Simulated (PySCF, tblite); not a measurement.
**C₅H₉BO: geometry, infrared bands and NMR shifts**

Wanted: the infrared bands and NMR shifts of C₅H₉BO (`C=C[C@@H]1CBOC1`), by calculation.

Computed with tblite 0.8.0 and PySCF 2.14.0, with density-fitted response routines of our own, on a single molecule in the gas phase. Atoms count from 0, in the outputs and in this text.

## (1) The starting structure

16 atoms, charge 0, multiplicity 1; geometry from: force field or distance geometry start.

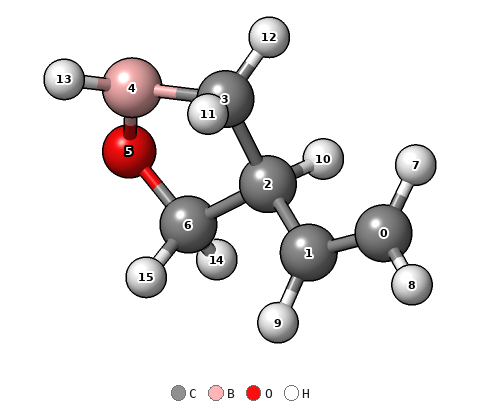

As it starts; carbon grey, boron pink, oxygen red, hydrogen white, atoms numbered.

## (2) Relaxing the molecule with GFN2-xTB

The job: settings as JSON, then the geometry in Å.

```
{"job": {"kind": "relax", "xc": "GFN2-xTB", "basis": "xTB"}, "charge": 0, "multiplicity": 1}
C      2.254000     0.817100    -0.247600
C      1.422900     0.032400     0.443200
C      0.077600    -0.364400    -0.076400
C     -0.885900     0.829200    -0.184600
B     -2.206600     0.183200     0.391900
O     -2.038300    -1.248300     0.625300
C     -0.646300    -1.376800     0.819300
H      1.953600     1.219700    -1.209000
H      3.227700     1.074100     0.149700
H      1.764800    -0.358800     1.414100
H      0.187600    -0.816700    -1.091700
H     -0.582700     1.670000     0.472100
H     -1.024200     1.155900    -1.217300
H     -2.763000     0.809400     1.213000
H     -0.335600    -2.402800     0.557700
H     -0.413200    -1.214300     1.912900
```

On the command line:

```
$ OMP_NUM_THREADS=1 python probes_run.py task.json out
```

One launch serves the whole session: the jobs run in the order shown.

The log of the run:

```text
step      E/eV     max force
  0    -559.55167    2.612
  1    -559.76711    1.468
  2    -559.87963    2.187
  3    -559.97523    1.156
  4    -560.08807    0.942
  5    -560.16349    0.766
  6    -560.22927    0.887
  7    -560.31422    0.808
  8    -560.38626    0.693
  9    -560.43495    0.494
 10    -560.47881    0.577
 11    -560.52844    0.499
 12    -560.56107    0.384
 13    -560.57851    0.276
 14    -560.58986    0.275
 15    -560.60027    0.242
 16    -560.60770    0.195
 17    -560.61201    0.154
 18    -560.61566    0.163
 19    -560.61907    0.151
 20    -560.62174    0.106
 21    -560.62320    0.081
 22    -560.62428    0.096
 23    -560.62549    0.126
 24    -560.62658    0.097
 25    -560.62723    0.058
 26    -560.62763    0.053
 27    -560.62801    0.060
 28    -560.62844    0.056
 29    -560.62876    0.038
 30    -560.62896    0.034
 31    -560.62910    0.037
 32    -560.62929    0.038
 33    -560.62949    0.033
 34    -560.62969    0.036
 35    -560.62990    0.042
 36    -560.63017    0.054
 37    -560.63058    0.055
 38    -560.63111    0.062
 39    -560.63169    0.060
 40    -560.63231    0.063
 41    -560.63307    0.075
 42    -560.63406    0.101
 43    -560.63519    0.087
 44    -560.63619    0.060
 45    -560.63695    0.062
 46    -560.63761    0.067
 47    -560.63850    0.090
 48    -560.63991    0.112
 49    -560.64211    0.174
 50    -560.64492    0.189
 51    -560.64746    0.163
 52    -560.63621    0.525
 53    -560.65197    0.145
 54    -560.65417    0.121
 55    -560.66170    0.239
 56    -560.66488    0.123
 57    -560.66661    0.102
 58    -560.66924    0.096
 59    -560.67012    0.090
 60    -560.67210    0.082
 61    -560.67350    0.099
 62    -560.67509    0.094
 63    -560.67674    0.120
 64    -560.67884    0.122
 65    -560.68093    0.087
 66    -560.68248    0.093
 67    -560.68353    0.120
 68    -560.68502    0.128
 69    -560.68690    0.120
 70    -560.69033    0.117
 71    -560.69185    0.090
 72    -560.69307    0.106
 73    -560.69374    0.055
 74    -560.69432    0.057
 75    -560.69483    0.080
 76    -560.69518    0.047
 77    -560.69550    0.042
 78    -560.69579    0.050
 79    -560.69612    0.049
 80    -560.69640    0.052
 81    -560.69657    0.032
 82    -560.69666    0.025
 83    -560.69671    0.022
 84    -560.69679    0.021
 85    -560.69690    0.032
 86    -560.69707    0.038
 87    -560.69729    0.037
 88    -560.69754    0.038
 89    -560.69784    0.043
 90    -560.69822    0.043
 91    -560.69869    0.053
 92    -560.69917    0.056
 93    -560.69960    0.056
 94    -560.70000    0.051
 95    -560.70041    0.041
 96    -560.70081    0.042
 97    -560.70112    0.037
 98    -560.70133    0.031
 99    -560.70149    0.029
100    -560.70164    0.024
101    -560.70177    0.026
102    -560.70187    0.018
103    -560.70193    0.015
104    -560.70196    0.011
105    -560.70199    0.014
106    -560.70201    0.014
107    -560.70204    0.015
108    -560.70207    0.016
109    -560.70209    0.014
110    -560.70210    0.014
111    -560.70211    0.007
```

Wall time 0.92 s (1 thread of Arm Neoverse N1, shared host).

Relaxation path: (not every step is listed)

| step | energy from step 0 (eV) | largest force (eV/Å) |
| --- | --- | --- |
| 0 | 0.0000 | 2.6122 |
| 1 | -0.2154 | 1.4684 |
| 2 | -0.3280 | 2.1874 |
| 3 | -0.4236 | 1.1560 |
| 4 | -0.5364 | 0.9421 |
| 5 | -0.6118 | 0.7661 |
| 6 | -0.6776 | 0.8868 |
| 7 | -0.7626 | 0.8079 |
| 8 | -0.8346 | 0.6934 |
| 17 | -1.0603 | 0.1537 |
| 26 | -1.0760 | 0.0531 |
| 35 | -1.0782 | 0.0419 |
| 44 | -1.0845 | 0.0596 |
| 53 | -1.1003 | 0.1446 |
| 62 | -1.1234 | 0.0936 |
| 71 | -1.1402 | 0.0900 |
| 80 | -1.1447 | 0.0516 |
| 89 | -1.1462 | 0.0431 |
| 98 | -1.1497 | 0.0314 |
| 106 | -1.1503 | 0.0136 |
| 107 | -1.1504 | 0.0148 |
| 108 | -1.1504 | 0.0164 |
| 109 | -1.1504 | 0.0137 |
| 110 | -1.1504 | 0.0137 |
| 111 | -1.1504 | 0.0067 |

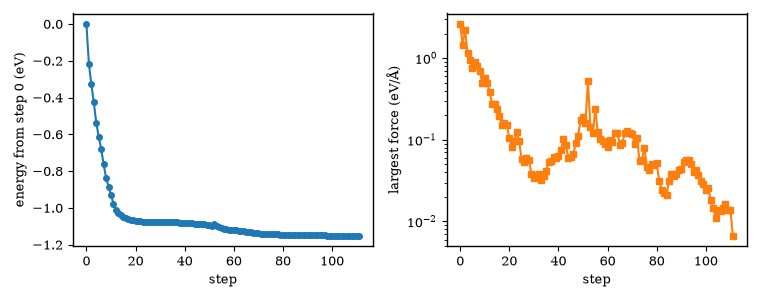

Energy and largest force along the relaxation.

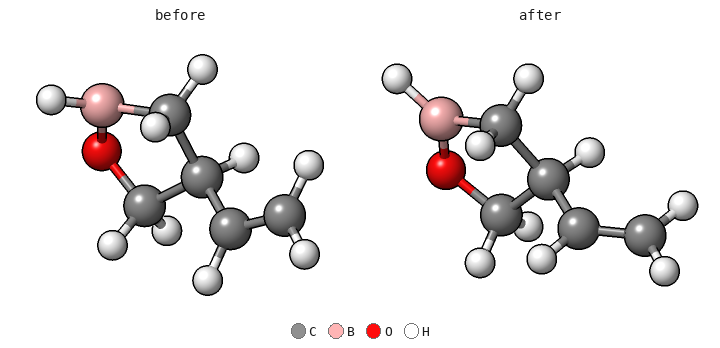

Before and after, at one scale.

Close pairs (by a distance rule), those that changed most:

| bond | before (Å) | after (Å) | change (Å) |
| --- | --- | --- | --- |
| B4–O5 | 1.460 | 1.331 | -0.129 |
| C6–H15 | 1.130 | 1.096 | -0.033 |
| C2–H10 | 1.117 | 1.094 | -0.023 |
| C1–H9 | 1.101 | 1.083 | -0.018 |
| C3–B4 | 1.579 | 1.596 | +0.017 |
| C3–H11 | 1.109 | 1.093 | -0.016 |
| C0–C1 | 1.336 | 1.320 | -0.015 |
| C2–C6 | 1.533 | 1.546 | +0.012 |

The final coordinates are the input of the step that follows.

## (3) Harmonic vibrations with GFN2-xTB

The job: settings as JSON, then the geometry in Å.

```
{"job": {"kind": "ir", "xc": "GFN2-xTB", "basis": "xTB"}, "charge": 0, "multiplicity": 1}
C      2.467056     0.415003    -0.366906
C      1.402046     0.301818     0.404890
C      0.054815    -0.133304    -0.067053
C     -1.032960     0.948351     0.126901
B     -2.285815     0.059502     0.559663
O     -1.887766    -1.173300     0.866383
C     -0.487906    -1.341309     0.729756
H      2.434202     0.176672    -1.417630
H      3.416042     0.750768     0.015164
H      1.462976     0.550720     1.457522
H      0.107280    -0.402854    -1.125868
H     -0.748175     1.625218     0.936450
H     -1.149142     1.560972    -0.764471
H     -3.412691     0.346303     0.654105
H     -0.295936    -2.293495     0.228779
H     -0.051624    -1.382121     1.734826
```

The log of the run:

```text
mode    cm-1     km/mol
  1      71.7      0.11
  2      74.2      2.57
  3     290.0      0.23
  4     313.7      0.34
  5     319.5      3.72
  6     424.5      0.58
  7     574.2      0.58
  8     653.6      1.97
  9     665.2      6.88
 10     702.8     13.19
 11     840.5     29.46
 12     862.3     47.13
 13     881.4     13.18
 14     896.1     13.69
 15     949.0      0.91
 16     963.6      5.80
 17    1005.4      2.99
 18    1024.4     12.38
 19    1063.1      8.15
 20    1071.3    126.56
 21    1095.8     15.38
 22    1166.0      8.63
 23    1204.0      0.04
 24    1216.2     14.19
 25    1247.2     67.50
 26    1274.2     30.29
 27    1286.8     14.18
 28    1311.8     19.40
 29    1336.8    100.29
 30    1420.6      2.07
 31    1471.6      5.16
 32    1476.6      0.87
 33    1715.1     16.44
 34    2676.4    162.46
 35    2912.3     30.95
 36    2947.2     25.43
 37    2959.9     24.15
 38    2965.6     66.93
 39    3022.5     37.38
 40    3043.9     45.44
 41    3098.4     23.61
 42    3124.7     52.36
```

Run time: 0.64 s. Hardware: 1 thread of Arm Neoverse N1, shared host.

The strongest bands and the atoms that carry them (share of the mass-weighted mode):

| cm⁻¹ | km/mol | atoms |
| --- | --- | --- |
| 862 | 47.1 | H13 33 %, B4 21 %, C3 20 %, H11 13 % |
| 1071 | 126.6 | O5 22 %, C6 19 %, H13 17 %, B4 15 % |
| 1247 | 67.5 | B4 21 %, H14 19 %, H15 16 %, C6 13 % |
| 1337 | 100.3 | H15 23 %, B4 22 %, O5 20 %, H14 16 % |
| 2676 | 162.5 | H13 92 % |
| 2966 | 66.9 | H11 77 % |
| 3044 | 45.4 | H9 91 % |
| 3125 | 52.4 | H8 65 %, H7 24 % |

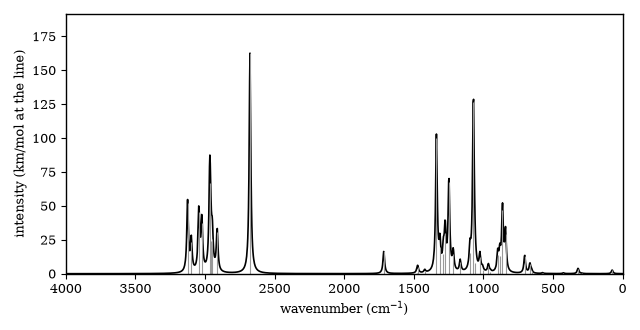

The infrared spectrum from these modes, unscaled. Lines are broadened to a width of 14 cm⁻¹ (Lorentzian).

## (4) Nuclear shieldings: PBE0/pcSseg-1

Settings changed since step 3:

```diff
@@ -1,2 +1,2 @@
-{"job": {"kind": "ir", "xc": "GFN2-xTB", "basis": "xTB"}, "charge": 0, "multiplicity": 1}
+{"job": {"kind": "nmr", "xc": "PBE0", "basis": "pcSseg-1"}, "charge": 0, "multiplicity": 1}
 C      2.467056     0.415003    -0.366906
```

Method: GIAO PBE0/pcSseg-1 NMR shielding, non-relativistic, gas phase.

The log of the run:

```text
coarse grid: 13184 points
cycle   1  E = -295.5170175662  dE =  9.310e-01  |g| = 6.092e-01  |ddm| = 3.475e+00
cycle   2  E = -295.4474640020  dE =  6.955e-02  |g| = 8.810e-01  |ddm| = 1.011e+00
cycle   3  E = -295.5919486155  dE = -1.445e-01  |g| = 1.238e-01  |ddm| = 6.150e-01
cycle   4  E = -295.5949792407  dE = -3.031e-03  |g| = 3.167e-02  |ddm| = 1.091e-01
cycle   5  E = -295.5952079504  dE = -2.287e-04  |g| = 7.907e-03  |ddm| = 3.224e-02
cycle   6  E = -295.5952204491  dE = -1.250e-05  |g| = 3.299e-03  |ddm| = 9.215e-03
cycle   7  E = -295.5952230309  dE = -2.582e-06  |g| = 8.059e-04  |ddm| = 2.896e-03
final grid: 126808 points
cycle   8  E = -295.6478857280  dE = -4.359e-05  |g| = 1.106e-02  |ddm| = 3.352e-02
cycle   9  E = -295.6478605091  dE =  2.522e-05  |g| = 1.626e-02  |ddm| = 1.804e-02
cycle  10  E = -295.6479111832  dE = -5.067e-05  |g| = 1.863e-03  |ddm| = 1.072e-02
cycle  11  E = -295.6479119226  dE = -7.394e-07  |g| = 2.099e-04  |ddm| = 1.441e-03
cycle  12  E = -295.6479119299  dE = -7.270e-09  |g| = 1.006e-04  |ddm| = 2.130e-04
cycle  13  E = -295.6479119321  dE = -2.199e-09  |g| = 3.750e-05  |ddm| = 9.974e-05
cycle  14  E = -295.6479119324  dE = -3.251e-10  |g| = 1.203e-05  |ddm| = 4.039e-05
converged SCF energy = -295.6479119324

GIAO shielding tensors (ppm)
atom      isotropic    diamagn.    paramagn.     s11        s22        s33       span
  0 C       65.410     253.841    -188.431    -46.915     85.173    157.972    204.887
  1 C       35.784     255.974    -220.189    -85.061     51.047    141.368    226.429
  2 C      138.926     250.409    -111.483    118.743    141.268    156.766     38.023
  3 C      153.202     252.977     -99.775    131.333    147.654    180.618     49.285
  4 B       50.217     195.210    -144.993     12.970     46.067     91.613     78.643
  5 O      104.709     391.873    -287.164   -110.396    151.404    273.119    383.516
  6 C      103.962     249.182    -145.220     55.351    100.198    156.338    100.987
  7 H       26.350      32.018      -5.669     22.732     25.688     30.630      7.898
  8 H       26.477      28.977      -2.501     23.302     25.467     30.661      7.358
  9 H       25.762      32.394      -6.632     23.108     25.115     29.063      5.956
 10 H       29.012      34.667      -5.655     26.195     27.353     33.488      7.293
 11 H       30.766      31.902      -1.135     26.681     29.674     35.944      9.264
 12 H       30.027      31.666      -1.639     25.711     28.690     35.680      9.969
 13 H       26.418      29.067      -2.649     24.911     25.743     28.599      3.688
 14 H       27.018      30.482      -3.464     23.068     27.151     30.835      7.766
 15 H       27.532      31.138      -3.606     23.326     27.958     31.313      7.987
```

Wall time 39 s (1 thread of Arm Neoverse N1, shared host); peak memory 0.74 GiB.

Shifts follow as δ = σ(reference) − σ, with reference shieldings (ppm) from runs at the same level and on the same kind of geometry: 1H TMS 31.72, 13C TMS 186.9, 17O H2O 336.1, 11B BF3·OEt2 100.1. The references are single molecules in the gas phase, so shifts against H2O, NH3, PH3, H3PO4 or CFCl3 are not on the usual liquid scales and can be off by tens of ppm.

| atoms | environment | σ (ppm) | δ (ppm) | δ scaled to CDCl3 |
| --- | --- | --- | --- | --- |
| C1 | alkene CH | 35.8 | 151.1 | 145.6 |
| C0 | terminal =CH2 carbon | 65.4 | 121.5 | 116.7 |
| C6 | sp3 CH2 bonded to O | 104.0 | 83.0 | 79.1 |
| C2 | allylic sp3 CH | 138.9 | 48.0 | 44.9 |
| C3 | sp3 CH2 bonded to B | 153.2 | 33.7 | 31.0 |
| H9 | hydrogen on an alkene CH | 25.76 | 5.95 | 5.72 |
| H7 | hydrogen on a terminal =CH2 carbon | 26.35 | 5.37 | 5.17 |
| H13 | hydrogen on a boron bonded to C, O, in a 5-membered ring | 26.42 | 5.30 | – |
| H8 | hydrogen on a terminal =CH2 carbon | 26.48 | 5.24 | 5.05 |
| H14 | hydrogen on an sp3 CH2 bonded to O | 27.02 | 4.70 | 4.54 |
| H15 | hydrogen on an sp3 CH2 bonded to O | 27.53 | 4.18 | 4.05 |
| H10 | hydrogen on an allylic sp3 CH | 29.01 | 2.70 | 2.66 |
| H12 | hydrogen on an sp3 CH2 bonded to B | 30.03 | 1.69 | 1.70 |
| H11 | hydrogen on an sp3 CH2 bonded to B | 30.77 | 0.95 | 1.00 |
| B4 | boron bonded to C, O, H, in a 5-membered ring | 50.2 | 49.9 | – |
| O5 | oxygen bonded to C, B, in a 5-membered ring | 104.7 | 231.4 | – |

The scaled column applies a straight-line fit of computed shieldings to shifts measured in CDCl3 (root-mean-square error 0.16 ppm for H, 1.9 ppm for C).

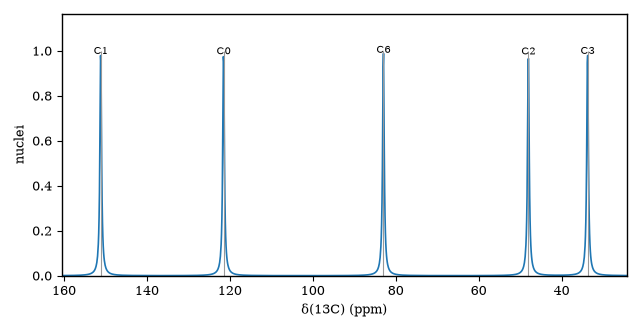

13C lines at the computed shifts, without couplings. Lines are broadened to a width of 0.47 ppm (Lorentzian).

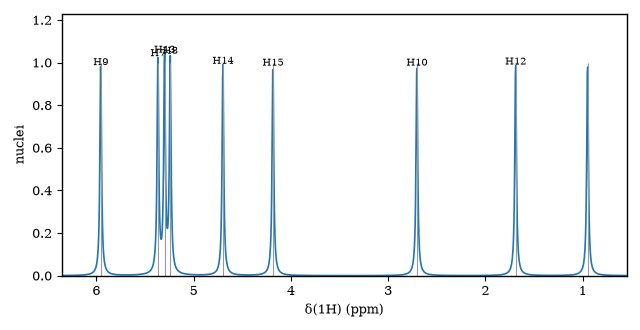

1H lines at the computed shifts, without couplings. Lines are broadened to a width of 0.02 ppm (Lorentzian).

Charges from the same density, by scheme (e):

| atoms | Mulliken | IAO | Hirshfeld | ESP fit |
| --- | --- | --- | --- | --- |
| C0 | -0.14 | -0.33 | -0.11 | -0.40 |
| C1 | -0.15 | -0.13 | -0.04 | -0.40 |
| C2 | -0.39 | -0.12 | -0.03 | 0.46 |
| C3 | -0.38 | -0.43 | -0.15 | -0.37 |
| B4 | 0.41 | 0.26 | 0.18 | 0.40 |
| O5 | -0.46 | -0.36 | -0.16 | -0.36 |
| C6 | 0.15 | -0.06 | 0.01 | -0.09 |

ESP fit charges:

C0 -0.40; C1 -0.40; C2 0.46; C3 -0.37; B4 0.40; O5 -0.36; C6 -0.09; H7 0.17; H8 0.20; H9 0.20; H10 0.00; H11 0.10; H12 0.07; H13 -0.13; H14 0.08; H15 0.10

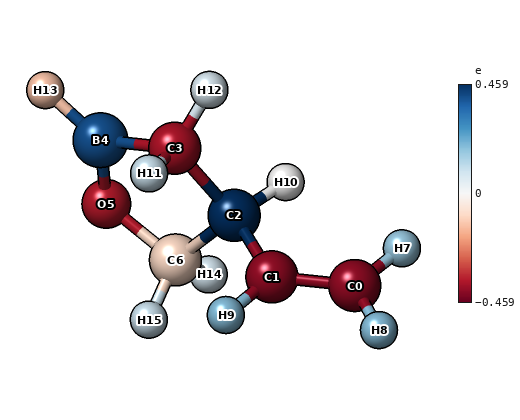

ESP fit charges, as colours on the atoms.

Mayer bond orders: C0–C1 1.99, C1–C2 0.99, C2–C3 1.00, C3–B4 0.95, B4–O5 1.29, O5–C6 0.86, C6–C2 1.00.

Ring of atoms C2, C3, B4, O5, C6: NICS(0) -2.9, NICS(1) -2.9, NICS(1)zz -3.9 ppm (means of both faces).

## (5) What came out

| quantity | value |
| --- | --- |
| strongest single infrared mode (GFN2-xTB) | 2676 cm⁻¹, 162 km/mol |
| zero-point energy (GFN2-xTB) | 82.4 kcal/mol |
| 13C shifts against TMS (PBE0/pcSseg-1) | 151.1, 121.5, 83.0, 48.0, 33.7 ppm |
| 1H shifts against TMS (PBE0/pcSseg-1) | 5.95, 5.37, 5.30, 5.24, 4.70, 4.18, 2.70, 1.69, 0.95 ppm |
| 11B shifts against BF3·OEt2 (PBE0/pcSseg-1) | 49.9 ppm |
| 17O shifts against H2O (PBE0/pcSseg-1) | 231.4 ppm |

Relaxing lowered the energy by 1.150 eV in 111 steps; the close pair that moved most is B4–O5, from 1.460 to 1.331 Å. No mode is imaginary among the 42: a minimum at this level. The strongest single mode, at 2676 cm⁻¹, moves mainly H13. GFN2-xTB is a fitted tight-binding method: band positions and strengths are rough. Its intensities can rank the bands wrongly. The most deshielded carbon is C1 (alkene CH), at 151.1 ppm: an sp2 carbon of a C=C bond. The most deshielded hydrogen is H9 (hydrogen on an alkene CH), at 5.95 ppm: olefinic region. At PBE0/pcSseg-1: The largest span, 384 ppm, is at O5, where the paramagnetic term is -287 ppm.
